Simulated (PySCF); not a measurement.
## C2H6OSi2: one change and its effect

System: C2H6OSi2.
Method of run 1: GIAO PBE0/6-31G NMR shielding, non-relativistic, gas phase (PySCF 2.14.0).

The geometry comes from this level: PBE0-D3(BJ)/def2-SVP. Text and figures count atoms from 1; the logs count them from 0 in places.

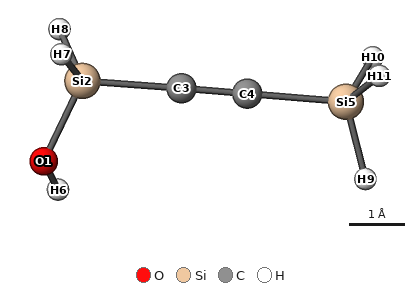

**Figure 1.** The structure (ball-and-stick view, seen at a tilt; atoms are numbered from 1 in the order of the input). Bond lengths as drawn: C–C 1.23 Å, C–Si 1.84 Å, H–O 0.96 Å, H–Si 1.48 to 1.49 Å and O–Si 1.66 Å.

## Input, run 1
```
{"job": {"kind": "nmr", "xc": "PBE0", "basis": "6-31G", "pop": true}, "charge": 0, "multiplicity": 1}
O     -2.959033     0.727589     0.524405
Si    -2.103357    -0.029340    -0.681090
C     -0.302486    -0.045515    -0.299083
C      0.892151    -0.062951    -0.028232
Si     2.683471    -0.083234     0.374035
H     -2.803172     0.426711     1.424257
H     -2.341998     0.755267    -1.917689
H     -2.523242    -1.449597    -0.864922
H      2.898365     0.589121     1.688052
H      3.158711    -1.494732     0.453193
H      3.438635     0.640890    -0.688391
```

The first line tells a small driver script what to run in PySCF; the rest is the geometry in Å.

Command:
```bash
OMP_NUM_THREADS=1 python <driver script> task.json out
```

Hardware: 1 CPU thread, shared host.

## Output (run 1)
```
coarse grid: 10232 points
cycle   1  E = -733.3666701685  dE =  4.110e-01  |g| = 7.067e-01  |ddm| = 3.085e+00
cycle   2  E = -733.2202761323  dE =  1.464e-01  |g| = 1.117e+00  |ddm| = 1.746e+00
cycle   3  E = -733.4723751802  dE = -2.521e-01  |g| = 9.619e-02  |ddm| = 1.146e+00
cycle   4  E = -733.4747074104  dE = -2.332e-03  |g| = 3.578e-02  |ddm| = 1.483e-01
cycle   5  E = -733.4750422858  dE = -3.349e-04  |g| = 1.637e-02  |ddm| = 4.735e-02
cycle   6  E = -733.4751081724  dE = -6.589e-05  |g| = 4.173e-03  |ddm| = 1.654e-02
cycle   7  E = -733.4751130696  dE = -4.897e-06  |g| = 4.504e-04  |ddm| = 4.797e-03
final grid: 89712 points
cycle   8  E = -733.4171435054  dE = -5.843e-06  |g| = 4.799e-03  |ddm| = 1.165e-02
cycle   9  E = -733.4171385354  dE =  4.970e-06  |g| = 6.852e-03  |ddm| = 1.111e-02
cycle  10  E = -733.4171494938  dE = -1.096e-05  |g| = 7.963e-04  |ddm| = 6.356e-03
cycle  11  E = -733.4171496455  dE = -1.517e-07  |g| = 2.267e-04  |ddm| = 8.587e-04
cycle  12  E = -733.4171496566  dE = -1.113e-08  |g| = 9.056e-05  |ddm| = 2.556e-04
cycle  13  E = -733.4171496588  dE = -2.173e-09  |g| = 7.778e-06  |ddm| = 9.054e-05
cycle  14  E = -733.4171496588  dE = -1.853e-11  |g| = 9.810e-07  |ddm| = 1.497e-05
converged SCF energy = -733.4171496588

GIAO shielding tensors (ppm)
atom      isotropic    diamagn.    paramagn.     s11        s22        s33       span
  0 O      329.816     393.525     -63.709    278.527    325.268    385.653    107.127
  1 Si     461.897     879.978    -418.081    418.211    442.302    525.179    106.968
  2 C       88.009     278.619    -190.610     -4.047      2.069    266.003    270.050
  3 C       95.103     275.808    -180.705     11.658     16.032    257.618    245.960
  4 Si     511.435     882.341    -370.906    501.408    502.757    530.141     28.733
  5 H       32.884      29.659       3.225     24.918     28.560     45.173     20.255
  6 H       27.432      28.591      -1.159     23.643     25.617     33.035      9.392
  7 H       27.380      28.671      -1.291     23.266     25.793     33.081      9.815
  8 H       28.556      28.584      -0.028     24.948     26.957     33.764      8.816
  9 H       28.582      28.395       0.187     24.869     27.007     33.872      9.003
 10 H       28.553      28.294       0.258     24.866     26.880     33.912      9.046
```

For run 2 the input was changed thus:
```diff
-"basis": "6-31G"
+"basis": "STO-3G"
```

What does this change do to the results?

The total energy of run 2 is 5361.6 kcal/mol higher, which measures the change of basis and not a stability. The HOMO goes from −8.02 to −4.53 eV. The LUMO goes from −0.64 to 4.49 eV. The dipole moment goes from 2.06 to 1.16 D. Of all shieldings, the largest change is that of Si2, by +103.3 ppm. The SCF takes 13 iterations against 14. The basis functions go from 65 to 39.

## Output (run 2)
```
coarse grid: 10232 points
cycle   1  E = -724.8017647834  dE =  1.183e-01  |g| = 5.543e-01  |ddm| = 4.047e+00
cycle   2  E = -724.7887280927  dE =  1.304e-02  |g| = 6.396e-01  |ddm| = 1.776e+00
cycle   3  E = -724.9156282554  dE = -1.269e-01  |g| = 5.588e-02  |ddm| = 1.002e+00
cycle   4  E = -724.9167982726  dE = -1.170e-03  |g| = 2.183e-02  |ddm| = 1.319e-01
cycle   5  E = -724.9168145869  dE = -1.631e-05  |g| = 2.251e-02  |ddm| = 4.275e-02
cycle   6  E = -724.9169492435  dE = -1.347e-04  |g| = 1.066e-03  |ddm| = 2.207e-02
cycle   7  E = -724.9169496685  dE = -4.251e-07  |g| = 9.981e-05  |ddm| = 1.903e-03
final grid: 89712 points
cycle   8  E = -724.8729659902  dE = -4.742e-06  |g| = 2.302e-03  |ddm| = 1.189e-02
cycle   9  E = -724.8729663835  dE = -3.933e-07  |g| = 2.112e-03  |ddm| = 7.353e-03
cycle  10  E = -724.8729679755  dE = -1.592e-06  |g| = 1.812e-04  |ddm| = 3.554e-03
cycle  11  E = -724.8729679859  dE = -1.038e-08  |g| = 5.751e-05  |ddm| = 2.879e-04
cycle  12  E = -724.8729679864  dE = -5.170e-10  |g| = 3.776e-05  |ddm| = 8.903e-05
cycle  13  E = -724.8729679868  dE = -3.863e-10  |g| = 1.347e-06  |ddm| = 3.726e-05
converged SCF energy = -724.8729679868

GIAO shielding tensors (ppm)
atom      isotropic    diamagn.    paramagn.     s11        s22        s33       span
  0 O      418.648     372.953      45.695    298.732    432.710    524.501    225.769
  1 Si     565.153     868.071    -302.918    519.895    535.848    639.716    119.821
  2 C      145.963     268.763    -122.800     81.665     82.193    274.029    192.364
  3 C      148.875     268.333    -119.458     86.902     88.699    271.026    184.124
  4 Si     602.858     868.977    -266.118    590.958    591.549    626.068     35.110
  5 H       36.125      30.208       5.917     28.215     32.929     47.230     19.016
  6 H       29.824      30.572      -0.748     25.864     27.371     36.236     10.371
  7 H       30.127      30.984      -0.858     26.056     27.791     36.533     10.477
  8 H       30.654      30.708      -0.053     26.936     28.463     36.565      9.629
  9 H       30.645      30.364       0.280     26.866     28.423     36.646      9.780
 10 H       30.604      30.193       0.412     26.854     28.257     36.702      9.848
```

## The two runs side by side

| quantity | run 1 | run 2 |
| --- | --- | --- |
| outcome | converged | converged |
| total energy (hartree) | −733.417150 | −724.872968 |
| HOMO (eV) | −8.02 | −4.53 |
| LUMO (eV) | −0.64 | 4.49 |
| dipole moment (D) | 2.06 | 1.16 |
| shielding of O1 (ppm) | 329.8 | 418.6 |
| shielding of Si2 (ppm) | 461.9 | 565.2 |
| shielding of C3 (ppm) | 88.0 | 146.0 |
| shielding of C4 (ppm) | 95.1 | 148.9 |
| shielding of Si5 (ppm) | 511.4 | 602.9 |
| shielding of H6 (ppm) | 32.9 | 36.1 |
| shielding of H8 (ppm) | 27.4 | 30.1 |
| SCF iterations | 14 | 13 |
| basis functions | 65 | 39 |
| wall time (shared host) | 4.2 s | 2.3 s |
